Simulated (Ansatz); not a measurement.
Consider CsPbBr3 in the cubic perovskite structure (space group Pm-3m, No. 221; a = 5.770 Å). Axes: x, y, z lie along the cube axes.

Now apply this change: a pure shear with ε_xy = ε_yx = 0.0200, atoms relaxed at fixed cell.

Calculations: DFT with LDA, PAW potentials and a 420 eV plane-wave cutoff in Ansatz (a program for electronic structure), no SOC.

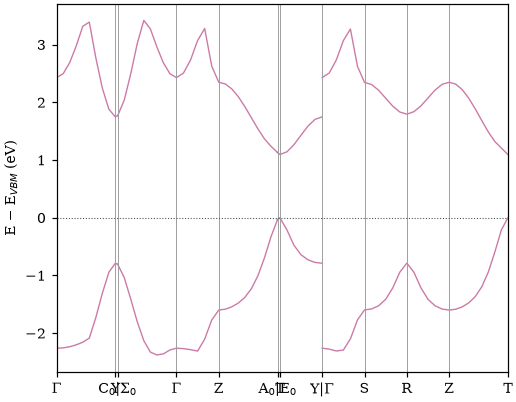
Figure: Highest valence and lowest conduction band along the path of the changed cell's own zone

**Question.** Read the changed gap and its character from the plot.

**Answer.** About 1.1 eV, direct at T.

With Pb present, leaving out spin-orbit coupling can change the band edges. The cells carry an imposed strain or load. Stability against distortions was not tested. Many cubic perovskites are stable only at high temperature; tilts and polar distortions were not tested. This is not the structure that CsPbBr3 has at room temperature and ambient pressure. Labels are those of the standard path for the cell's own space group.
